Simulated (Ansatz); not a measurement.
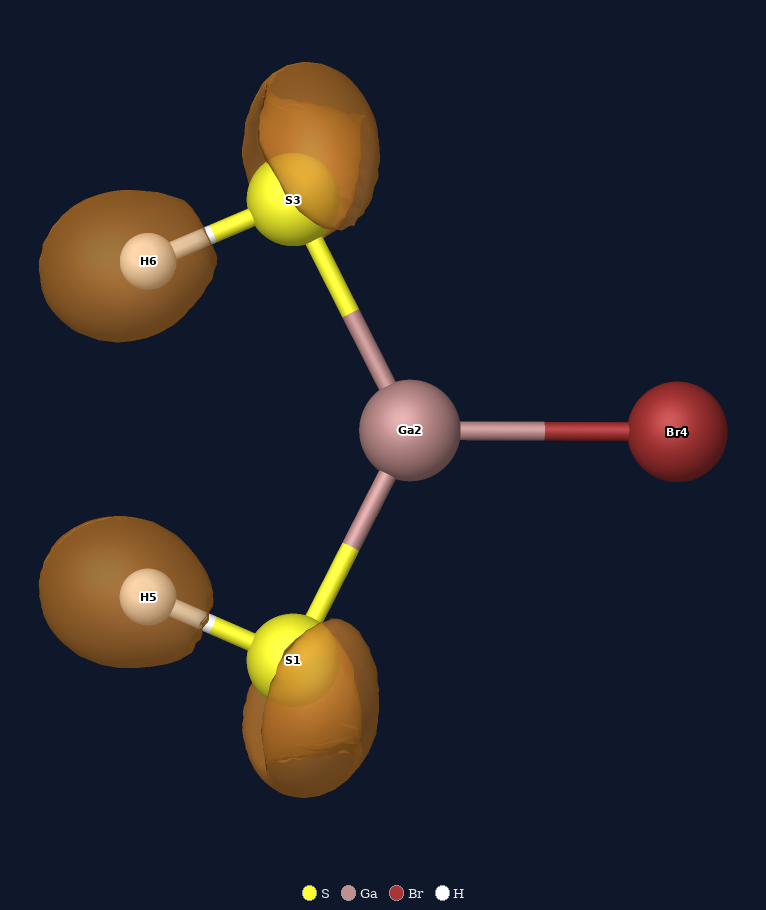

*BrGaH$_{2}$S$_{2}$ (SMILES [SH][Ga]([SH])[Br]). Isosurface of the electron localisation function at 0.9 (orange), seen across its widest extent. Core shells and regions of very low density are left out.*

Geometry: PBE0-D4/def2-TZVP.

Method: RKS PBE0-D4/def2-TZVPP in Ansatz.

```xyz
6

S    -1.2355    1.2065   -0.9384
Ga   -0.2542   -0.6157   -0.2274
S     1.4743   -0.7077    1.1117
Br   -1.1100   -2.5978   -0.9468
H    -0.4009    2.0229   -0.2726
H     1.5685    0.6279    1.2274
```

Where are the electrons localised?

At this value the surface marks out two regions around hydrogen nuclei and two regions wrapped around S (the valence shell of each). Along the contacts the grid gives the following. Ga–S (2.19 Å): the ELF peaks at about 0.85 in the valence shell of S, 0.9 Å from its nucleus, and is about 0.70 at the midpoint. Ga–Br (2.28 Å): the ELF peaks at about 0.75 in the valence shell of Br, 1.0 Å from its nucleus, and is about 0.65 at the midpoint.
